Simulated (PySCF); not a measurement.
# TiHOF3 (SMILES [OH][Ti]([F])([F])[F]) at 3 levels

We compute a comparison of 3 runs (HF/3-21G, B3LYP/6-31G*) of TiHOF3. 

Program for the calculation: PySCF 2.14.0.

2 further runs of the same task are left out: 2 set aside as unsound or not needed.

## (1) The structure to begin with

The species is TiHOF3 (6 atoms), meant as a singlet with charge 0. As SMILES, `[OH][Ti]([F])([F])[F]`. The coordinates come from a PBE0-D4/def2-TZVP relaxation.

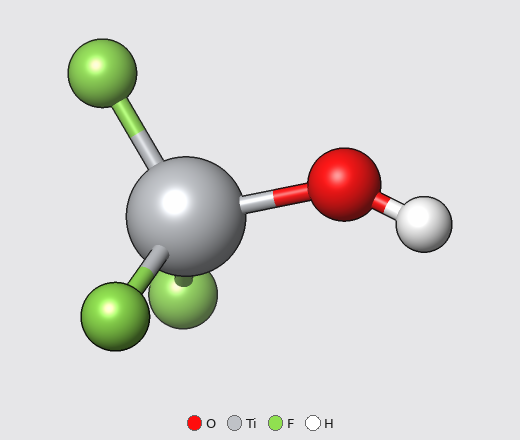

Viewed from a chosen angle; oxygen red, titanium light grey, fluorine green, hydrogen white.

## (2) Energy and forces at HF/3-21G (run 1)

The input, calc.py:

```python
# [OH][Ti]([F])([F])[F]
from pyscf import gto, scf

mol = gto.M(
    atom=[
    ('O', (-0.850000, 0.554100, 0.860000)),
    ('Ti', (0.347100, -0.222700, -0.172700)),
    ('F', (1.621000, -0.884700, 0.826900)),
    ('F', (-0.409700, -1.495500, -1.105300)),
    ('F', (1.008200, 0.944500, -1.296700)),
    ('H', (-1.674500, 1.040400, 0.841700)),
],
    spin=0,
    basis='3-21g',
    max_memory=1860,
    verbose=3,
)

hf = scf.RHF(mol)
hf.conv_tol = 1e-10
hf.kernel()
if not hf.converged:
    hf = hf.newton().run(hf.mo_coeff, hf.mo_occ)

etot = hf.e_tot
print('Final energy', etot)
grad = hf.nuc_grad_method().kernel()
hf.analyze()
```

Command:

```bash
$ OMP_NUM_THREADS=1 python calc.py
```

Log:

```text
converged SCF energy = -1216.28327546847
Final energy -1216.2832754684723
--------------- RHF gradients ---------------
         x                y                z
0 O    -0.0169190592     0.0117105339     0.0255187371
1 Ti     0.0008287007    -0.0011143726    -0.0082801159
2 F     0.0161438412    -0.0082377591     0.0146799740
3 F    -0.0102014982    -0.0162318974    -0.0113956671
4 F     0.0082158578     0.0154544672    -0.0139267666
5 H     0.0019321577    -0.0015809720    -0.0065961615
----------------------------------------------
**** MO energy ****
MO #1   energy= -182.441080293945  occ= 2
MO #2   energy= -26.1515749742886  occ= 2
MO #3   energy= -26.1514475263057  occ= 2
MO #4   energy= -26.1481063850103  occ= 2
MO #5   energy= -21.7238743580828  occ= 2
MO #6   energy= -20.4895442144587  occ= 2
MO #7   energy= -18.0704144757171  occ= 2
MO #8   energy= -18.0703568383265  occ= 2
MO #9   energy= -18.0701751938694  occ= 2
MO #10  energy= -3.13883563105996  occ= 2
MO #11  energy= -2.05627595641096  occ= 2
MO #12  energy= -2.05524616768009  occ= 2
MO #13  energy= -2.05074691944249  occ= 2
MO #14  energy= -1.53825664204752  occ= 2
MO #15  energy= -1.52511501166082  occ= 2
MO #16  energy= -1.52168698127637  occ= 2
MO #17  energy= -1.3295474655725   occ= 2
MO #18  energy= -0.72059633592169  occ= 2
MO #19  energy= -0.666797955188584 occ= 2
MO #20  energy= -0.665357365135671 occ= 2
MO #21  energy= -0.650379733436142 occ= 2
MO #22  energy= -0.646790442279531 occ= 2
MO #23  energy= -0.643370806304781 occ= 2
MO #24  energy= -0.626111692686086 occ= 2
MO #25  energy= -0.614245700048939 occ= 2
MO #26  energy= -0.612984025587612 occ= 2
MO #27  energy= -0.605186958214954 occ= 2
MO #28  energy= -0.538553618895459 occ= 2
MO #29  energy= -0.53460472935784  occ= 2
MO #30  energy= 0.0536579959844103 occ= 0
MO #31  energy= 0.0659360239378002 occ= 0
MO #32  energy= 0.0694146121448598 occ= 0
MO #33  energy= 0.0728963661055475 occ= 0
MO #34  energy= 0.0765035921087041 occ= 0
MO #35  energy= 0.0779987866188188 occ= 0
MO #36  energy= 0.0986616722753229 occ= 0
MO #37  energy= 0.111327400230808  occ= 0
MO #38  energy= 0.114295906999846  occ= 0
MO #39  energy= 0.278481908231505  occ= 0
MO #40  energy= 0.311501044452134  occ= 0
MO #41  energy= 0.33286939632174   occ= 0
MO #42  energy= 0.332972857520028  occ= 0
MO #43  energy= 0.357683287105924  occ= 0
MO #44  energy= 1.24339417840898   occ= 0
MO #45  energy= 1.59310785418126   occ= 0
MO #46  energy= 1.60438141020332   occ= 0
MO #47  energy= 1.75242703682733   occ= 0
MO #48  energy= 1.78158784854158   occ= 0
MO #49  energy= 1.78553339799577   occ= 0
MO #50  energy= 1.88275429198621   occ= 0
MO #51  energy= 1.91814010604058   occ= 0
MO #52  energy= 2.07874202617934   occ= 0
MO #53  energy= 2.22076789093659   occ= 0
MO #54  energy= 2.29684308057162   occ= 0
MO #55  energy= 2.30902448555408   occ= 0
MO #56  energy= 2.32231756917716   occ= 0
MO #57  energy= 2.32908530365179   occ= 0
MO #58  energy= 2.33945051169546   occ= 0
MO #59  energy= 2.38982266607741   occ= 0
MO #60  energy= 2.396312459057     occ= 0
MO #61  energy= 2.40443531492189   occ= 0
MO #62  energy= 3.12140368728468   occ= 0
MO #63  energy= 3.77821899156584   occ= 0
MO #64  energy= 3.79329731795671   occ= 0
MO #65  energy= 3.81302962978128   occ= 0
 ** Mulliken atomic charges  **
charge of    0O =     -0.75492
charge of    1Ti =      1.95316
charge of    2F =     -0.50816
charge of    3F =     -0.51389
charge of    4F =     -0.51399
charge of    5H =      0.33779
Dipole moment(X, Y, Z, Debye): -2.41873,  1.46103,  0.44828
```

Wall time 6.6 s (1 thread of Intel Xeon at 2.50GHz (Skylake/Cascade Lake), shared host); peak memory 0.14 GiB.

## (3) Energy and forces at B3LYP/6-31G(d) (spherical functions) (run 2)

The input, geometry.xyz:

```xyz
6

O     -0.850000     0.554100     0.860000
Ti     0.347100    -0.222700    -0.172700
F      1.621000    -0.884700     0.826900
F     -0.409700    -1.495500    -1.105300
F      1.008200     0.944500    -1.296700
H     -1.674500     1.040400     0.841700
```

The input, run.py:

```python
import pyscf.grad
from pyscf import gto, dft

mol = gto.M(
    atom='geometry.xyz',
    spin=0,
    basis='6-31g*',
    max_memory=1860,
    verbose=4,
)

calc0 = dft.RKS(mol)
calc0.xc = 'b3lyp'
calc0.grids.level = 5
calc0.conv_tol = 1e-10
calc0.kernel()
if not calc0.converged:
    calc0 = calc0.newton().run(calc0.mo_coeff, calc0.mo_occ)

energy = calc0.e_tot
print(f'total energy: {energy:.8f} hartree')
grad = calc0.Gradients().kernel()
dip = calc0.dip_moment()
pop, q = calc0.mulliken_pop()
```

Command:

```bash
$ OMP_NUM_THREADS=1 python run.py
```

Log:

```text
PySCF version 2.14.0

[... 78 lines left out ...]
converged SCF energy = -1225.0341145904
total energy: -1225.03411459 hartree
[... 13 lines left out ...]
Dipole moment(X, Y, Z, Debye): -2.06751,  1.25386,  0.45496
[... 60 lines left out ...]
pop of  2 F 3dz^2         0.00173
pop of  2 F 3dxz          0.00225
pop of  2 F 3dx2-y2       0.00177
pop of  3 F 1s            1.99724
pop of  3 F 2s            0.93000
pop of  3 F 3s            1.05660
pop of  3 F 2px           1.10204
pop of  3 F 2py           1.08806
pop of  3 F 2pz           1.09561
pop of  3 F 3px           0.72418
pop of  3 F 3py           0.70301
pop of  3 F 3pz           0.71776
pop of  3 F 3dxy          0.00189
pop of  3 F 3dyz          0.00212
pop of  3 F 3dz^2         0.00160
pop of  3 F 3dxz          0.00125
pop of  3 F 3dx2-y2       0.00186
pop of  4 F 1s            1.99724
pop of  4 F 2s            0.93000
pop of  4 F 3s            1.05659
pop of  4 F 2px           1.10120
pop of  4 F 2py           1.09336
pop of  4 F 2pz           1.09112
pop of  4 F 3px           0.72669
pop of  4 F 3py           0.70846
pop of  4 F 3pz           0.70985
pop of  4 F 3dxy          0.00155
pop of  4 F 3dyz          0.00224
pop of  4 F 3dz^2         0.00193
pop of  4 F 3dxz          0.00145
pop of  4 F 3dx2-y2       0.00154
pop of  5 H 1s            0.46400
pop of  5 H 2s            0.08477
 ** Mulliken atomic charges  **
charge of    0O =     -0.76751
charge of    1Ti =      1.58385
charge of    2F =     -0.42113
charge of    3F =     -0.42321
charge of    4F =     -0.42323
charge of    5H =      0.45124
```

Run time: 84 s. Hardware: 1 thread of Intel Xeon at 2.50GHz (Skylake/Cascade Lake), shared host; peak memory 0.9 GiB.

## (4) Energy and gradient at B3LYP/6-31G(d) (Cartesian functions) (run 3)

The input, calc.py:

```python
from pyscf import gto, dft

molecule = gto.M(
    atom='''
O   -0.850000   0.554100   0.860000
Ti   0.347100  -0.222700  -0.172700
F    1.621000  -0.884700   0.826900
F   -0.409700  -1.495500  -1.105300
F    1.008200   0.944500  -1.296700
H   -1.674500   1.040400   0.841700
''',
    cart=True,
    basis='6-31g*',
    verbose=4,
    max_memory=1860,
)

ks = dft.RKS(molecule)
ks.xc = 'b3lyp'
ks.grids.level = 5
ks.conv_tol = 1e-10
ks.kernel()
if not ks.converged:
    ks = ks.newton().run(ks.mo_coeff, ks.mo_occ)

etot = ks.e_tot
print('Final energy', etot)
grad = ks.nuc_grad_method().kernel()
ks.analyze()
```

Command:

```bash
$ OMP_NUM_THREADS=1 python calc.py
```

Log:

```text
PySCF version 2.14.0

[... 103 lines left out ...]
MO #1   energy= -178.952687179061  occ= 2
[... 9 lines left out ...]
MO #11  energy= -1.58792018688617  occ= 2
[... 9 lines left out ...]
MO #21  energy= -0.451540935771583 occ= 2
[... 9 lines left out ...]
MO #31  energy= -0.0770244393714927 occ= 0
[... 9 lines left out ...]
MO #41  energy= 0.247299036115675  occ= 0
[... 9 lines left out ...]
MO #51  energy= 0.956260178780852  occ= 0
[... 9 lines left out ...]
MO #61  energy= 1.31210606615437   occ= 0
[... 9 lines left out ...]
MO #71  energy= 1.70160922412103   occ= 0
[... 9 lines left out ...]
MO #81  energy= 1.94387369397042   occ= 0
[... 9 lines left out ...]
MO #91  energy= 2.53560515991905   occ= 0
[... 9 lines left out ...]
MO #101 energy= 5.24928947104488   occ= 0
[... 71 lines left out ...]
pop of  3  F 1s           1.99997
pop of  3  F 2s           1.91235
pop of  3  F 3s           0.00199
pop of  3  F 2px          1.85264
pop of  3  F 2py          1.80233
pop of  3  F 2pz          1.83487
pop of  3  F 3px          0.00073
pop of  3  F 3py          0.00091
pop of  3  F 3pz          0.00078
pop of  3  F 3dxx         0.00047
pop of  3  F 3dxy         0.00093
pop of  3  F 3dxz         0.00064
pop of  3  F 3dyy         0.00085
pop of  3  F 3dyz         0.00106
pop of  3  F 3dzz         0.00058
pop of  4  F 1s           1.99997
pop of  4  F 2s           1.91232
pop of  4  F 3s           0.00198
pop of  4  F 2px          1.85425
pop of  4  F 2py          1.81834
pop of  4  F 2pz          1.81730
pop of  4  F 3px          0.00079
pop of  4  F 3py          0.00079
pop of  4  F 3pz          0.00084
pop of  4  F 3dxx         0.00043
pop of  4  F 3dxy         0.00079
pop of  4  F 3dxz         0.00074
pop of  4  F 3dyy         0.00074
pop of  4  F 3dyz         0.00112
pop of  4  F 3dzz         0.00072
pop of  5  H 1s           0.63112
pop of  5  H 2s           0.01594
 ** Mulliken atomic charges  **
charge of    0O =     -0.65617
charge of    1Ti =      1.53380
charge of    2F =     -0.40833
charge of    3F =     -0.41112
charge of    4F =     -0.41112
charge of    5H =      0.35293
Dipole moment(X, Y, Z, Debye): -2.04629,  1.24076,  0.44663
```

Wall time 86 s (1 thread of Intel Xeon at 2.50GHz (Skylake/Cascade Lake), shared host); peak memory 1 GiB.

## (5) Overview of the runs

```
run                               level  integration grid  Cartesian functions   energy (Eh)  dipole moment (D)  HOMO energy (eV)  LUMO energy (eV)  wall time
  1                            HF/3-21G                 –                   no  -1216.283275               2.86            -14.55              1.46      6.6 s
  2  B3LYP/6-31G* (spherical functions)                 5                   no  -1225.034115               2.46             -9.78             -2.45       84 s
  3  B3LYP/6-31G* (Cartesian functions)                 5                  yes  -1225.050485               2.43             -9.75             -2.26       86 s
```

## (6) Results

| quantity | value |
| --- | --- |
| run 3: total energy | -1225.05048 Eh |
| run 3: dipole moment | 2.43 D |
| run 3: HOMO energy | -9.75 eV |
| run 3: LUMO energy | -2.26 eV |
| run 3: HOMO–LUMO gap | 7.49 eV |
| run 3: largest force on an atom | 0.419 eV/Å |

In words: The dipole moment (its size) runs from 2.43 D (B3LYP/6-31G*) to 2.86 D (HF/3-21G). The two ends differ in method and basis. The HOMO–LUMO gap runs from 7.33 eV (B3LYP/6-31G*) to 16.01 eV (HF/3-21G). All runs together took 2.9 min, the longest 86 s.
